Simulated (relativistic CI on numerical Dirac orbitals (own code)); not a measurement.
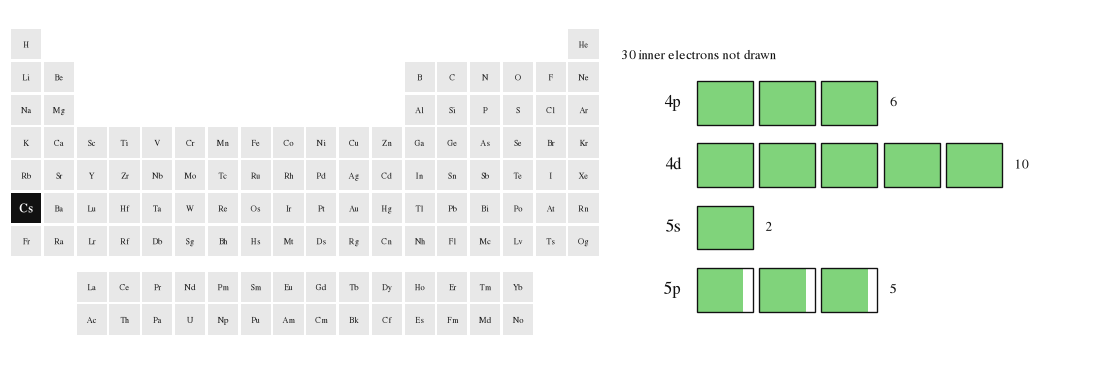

**Figure 1.** Left, the place of caesium in the periodic table; right, the outer shells of the leading configuration of the lowest level: a box for each of the 2l + 1 orbitals, shaded by the share of the shell that is filled, with the electron count at the right.

**Cs²⁺: relativistic CI calculation**

- system: Cs²⁺.
- method: Dirac-Coulomb-Breit CI, KLI orbitals of one mean potential, model QED (radiative potential, 1s self-energy scaled to tabulated hydrogen-like ionisation energies), valence Slater integrals scaled by 0.85, P86 correlation energy added to each configuration (relativistic CI on numerical Dirac orbitals, in-house)

**Input file**
```
atom Cs  Z=55  charge=2  electrons=53
nucleus A=133  rms_radius_fm=4.8041
hamiltonian dirac-coulomb  breit=on  qed=on  c_scale=1
orbitals kli  potential=mean
slater_scale 0.85
correlation p86
mixing on
configurations
  [Kr] 4d10 5s2 5p5
  [Kr] 4d10 5s 5p6
  [Kr] 4d10 5s2 5p4 5d
  [Kr] 4d10 5s2 5p4 5f
  [Kr] 4d10 5s2 5p4 6s
  [Kr] 4d10 5s 5p5 5d
  [Kr] 4d10 5s2 5p4 6p
  [Kr] 4d10 4f 5s2 5p4
  [Kr] 4d10 5s2 5p4 7s
  [Kr] 4d10 5s2 5p4 6d
  [Kr] 4d10 5s2 5p4 7p
  [Kr] 4d10 5s 5p5 5f
  [Kr] 4d10 5s2 5p4 8s
  [Kr] 4d10 5s2 5p4 7d
  [Kr] 4d10 5s2 5p4 5g
  [Kr] 4d10 5s2 5p4 6f
  [Kr] 4d10 5s2 5p4 8p
  [Kr] 4d10 4f 5s2 5p3 5d
  [Kr] 4d10 5s2 5p3 5d 5f
  [Kr] 4d10 5s 5p5 6s
  [Kr] 4d10 5s 5p4 5d 6s
  [Kr] 4d10 5s 5p4 6s2
  [Kr] 4d10 5p6 6p
  [Kr] 4d10 4f 5p6
  [Kr] 4d10 5s 5p5 6p
  [Kr] 4d10 5s 5p5 7s
  [Kr] 4d10 5s 5p4 5d2
  [Kr] 4d10 5s2 5p3 5d2
  [Kr] 4d10 5s2 5p2 5d3
  [Kr] 4d10 5s2 5p2 5d2 5f
  [Kr] 4d10 5s2 5p2 5d2 6s
  [Kr] 4d10 5s 5p3 5d3
  [Kr] 4d10 5s2 5p2 5d2 6p
  [Kr] 4d10 5p5 5d2
  [Kr] 4d10 5p4 5d3
  [Kr] 4d10 5p4 5d2 5f
  [Kr] 4d10 5p4 5d2 6s
  [Kr] 4d10 5p4 5d2 6p
  [Kr] 4d10 5p5 5f2
  [Kr] 4d10 5p4 5d 5f2
  [Kr] 4d10 5p4 5f3
  [Kr] 4d10 5p4 5f2 6s
  [Kr] 4d10 5p4 5f2 6p
end
```

Launched within a batch (the task file carries these settings):
```bash
python <driver script> task.json out
```

The program writes its results to a structured record and prints no log; tables and figures of this report are taken from that record.

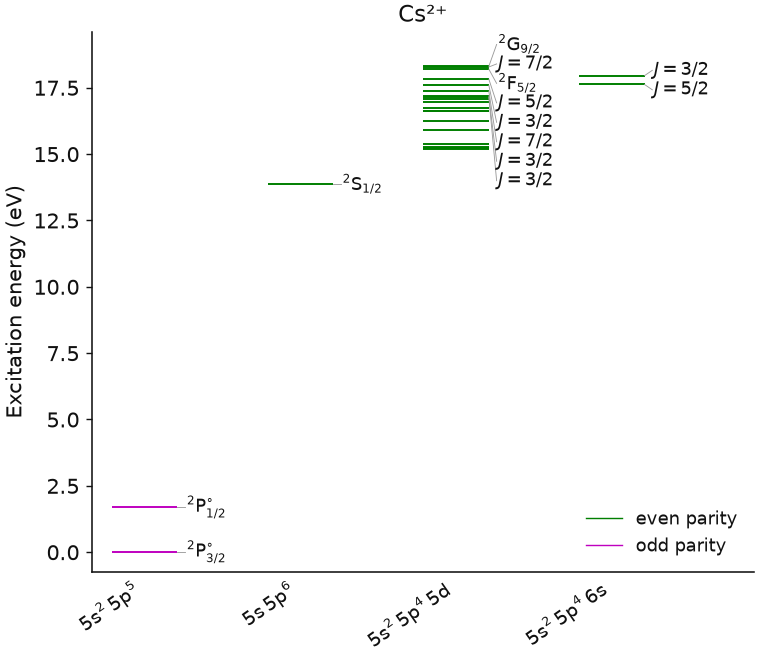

**Figure 2.** Level diagram of Cs²⁺ (caesium, Z = 55). The lowest level is 5s² 5p⁵ ²P°₃/₂. The first excited level, 5s² 5p⁵ ²P°₁/₂, lies at 1.69 eV. The lowest level of opposite parity, 5s 5p⁶ ²S₁/₂, is at 13.9 eV. The levels are in intermediate coupling, nearer jj (mean leading weight 60 % in LS and 67 % in jj).

| Configuration | Level | E (eV) | Landé g | Lifetime (s; – stable or not computed) |
| --- | --- | --- | --- | --- |
| 5s² 5p⁵ | ²P°₃/₂ | 0 | 1.334 | – |
| 5s² 5p⁵ | ²P°₁/₂ | 1.687 | 0.666 | 2.2×10⁻² |
| 5s 5p⁶ | ²S₁/₂ | 13.86 | 2.012 | 1.6×10⁻⁸ |
| 5s² 5p⁴ 5d | ⁴D₅/₂ | 15.18 | 1.344 | 5.1×10⁻⁸ |
| 5s² 5p⁴ 5d | ⁴D₇/₂ | 15.23 | 1.388 | – |
| 5s² 5p⁴ 5d | [(5p₃/₂)² 5d₃/₂] J = 3/2 | 15.25 | 1.206 | 6.4×10⁻⁷ |
| 5s² 5p⁴ 5d | J = 1/2 (even, mixed) | 15.39 | 0.496 | 3.7×10⁻⁷ |
| 5s² 5p⁴ 5d | ⁴F₉/₂ | 15.91 | 1.301 | – |
| 5s² 5p⁴ 5d | [(5p₃/₂)² 5d₃/₂] J = 7/2 | 16.24 | 1.130 | – |
| 5s² 5p⁴ 5d | J = 3/2 (even, mixed) | 16.61 | 1.289 | 5.9×10⁻⁹ |
| 5s² 5p⁴ 5d | [5p₁/₂ (5p₃/₂)³ 5d₃/₂] J = 1/2 | 16.63 | 0.941 | 2.4×10⁻⁹ |
| 5s² 5p⁴ 5d | ⁴P₁/₂ | 16.72 | 1.868 | 3.5×10⁻⁹ |
| 5s² 5p⁴ 5d | J = 5/2 (even, mixed) | 16.96 | 1.413 | 6.5×10⁻⁹ |
| 5s² 5p⁴ 5d | ⁴F₅/₂ | 17.08 | 1.111 | 2.6×10⁻⁹ |
| 5s² 5p⁴ 5d | J = 3/2 (even, mixed) | 17.14 | 0.952 | 1.9×10⁻⁹ |
| 5s² 5p⁴ 5d | [5p₁/₂ (5p₃/₂)³ 5d₃/₂] J = 3/2 | 17.19 | 0.743 | 6.6×10⁻⁸ |
| 5s² 5p⁴ 5d | [5p₁/₂ (5p₃/₂)³ 5d₅/₂] J = 7/2 | 17.37 | 1.220 | 2.9×10⁻² |
| 5s² 5p⁴ 5d | [5p₁/₂ (5p₃/₂)³ 5d₅/₂] J = 3/2 | 17.59 | 1.312 | 2.0×10⁻⁹ |

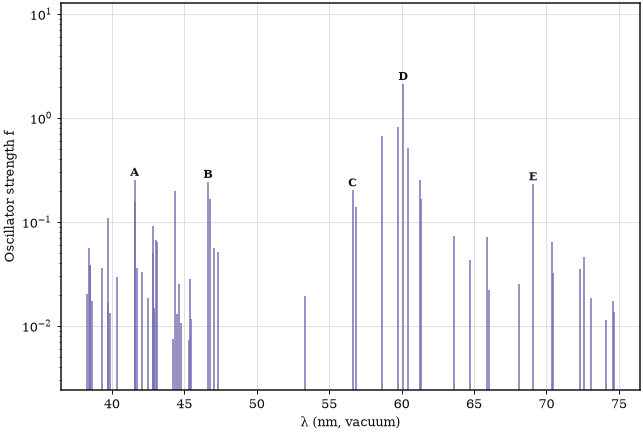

**Figure 3.** Absorption lines from the lowest level (oscillator strengths f) for Cs III (Cs²⁺). A: 5s² 5p⁴ 7d [(5p₃/₂)² 7d₅/₂] J = 5/2 ← 5s² 5p⁵ ²P°₃/₂, 41.59 nm, f = 0.26; B: 5s² 5p⁴ 6d [(5p₃/₂)² 6d₅/₂] J = 5/2 ← 5s² 5p⁵ ²P°₃/₂, 46.63 nm, f = 0.24; C: 5s² 5p⁴ 5d J = 1/2 (even, mixed, level 42) ← 5s² 5p⁵ ²P°₃/₂, 56.63 nm, f = 0.20; D: 5s² 5p⁴ 5d ²D₅/₂ ← 5s² 5p⁵ ²P°₃/₂, 60.12 nm, f = 2.1; E: 5s² 5p⁴ 6s [(5p₃/₂)² 6s] J = 3/2 ← 5s² 5p⁵ ²P°₃/₂, 69.06 nm, f = 0.23. The strongest, D, lies in the extreme ultraviolet region.

**Results in brief**

| quantity | value |
| --- | --- |
| outcome | converged |
| lowest level | 5s² 5p⁵ ²P°₃/₂ |
| first excited level | 5s² 5p⁵ ²P°₁/₂, 13,609 cm⁻¹ |
| levels computed | 10197 |
| SCF iterations | 11 |
| hardware | 1 thread of AMD EPYC (Zen 3), 24 GiB of memory available, shared host |
| wall time | 9 s |

**Remarks**

Limits: near-neutral ion: configurations can be misplaced by up to about 10000 cm⁻¹, over 20000 where the f count changes; rates and lifetimes follow the computed energies and can be off by orders of magnitude; the fine structure of a weakly bound d or f electron outside closed shells is too small or inverted; only a limited list of configurations is included, so lower levels can be missing; only lines among the lowest 310 of 10197 levels are drawn, so those from 5s² 5p³ 5d² and 5s 5p⁵ 5d are incomplete.
